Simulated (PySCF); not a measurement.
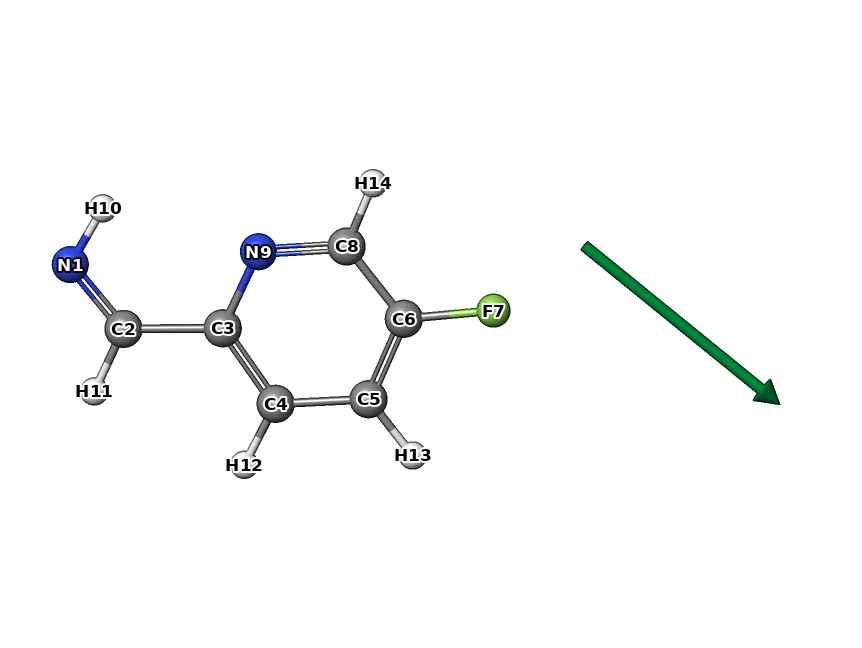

The arrow beside the molecule shows the direction of the dipole moment, from the negative to the positive end (its length means nothing). The geometry was computed by an optimisation with GFN2-xTB. No frequency run is at hand to confirm it as a minimum. Properties computed with PBE0/pcSseg-1, gas phase (PySCF 2.14.0).

> How large is the dipole moment?

3.19 D; it points from the side of H10 to the side of H13 (the outermost atoms at the two ends).
